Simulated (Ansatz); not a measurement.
Nb2IN3

```
Nb I N
1.0
     3.42438    0.00000    0.00000
     0.00000    3.42438    0.00000
     0.00000    0.00000    8.17657
Nb I N
2 1 3
Direct
  0.50000 0.50000 0.89123
  0.00000 0.00000 0.17133
  0.00000 0.00000 0.64681
  0.50000 0.00000 0.01170
  0.00000 0.50000 0.01170
  0.50000 0.50000 0.26724
```

Space group P4mm; a structure generated by program, which may or may not match a known phase.

Method: DFT PBE, scalar-relativistic, plane waves, PAW in Ansatz 0.2.0.

Q: What will maps of the valence pseudo-density and electron localisation function show?

A: Nb–I (3.14 Å): ρ is about 0.22 e/Å³ halfway, with its minimum of 0.2 e/Å³ about 1.4 Å from Nb; the ELF peaks at about 0.75 in the valence shell of I, 1.3 Å from its nucleus, and drops to about 0.15 between the two atoms.

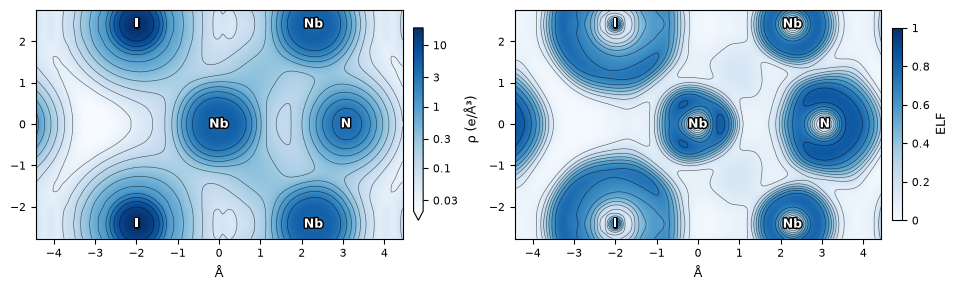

Computed valence pseudo-density and electron localisation function on the (110) plane of the conventional cell, in this order. 

In a PAW calculation such maps are meaningful between the atoms, not at the nuclei.
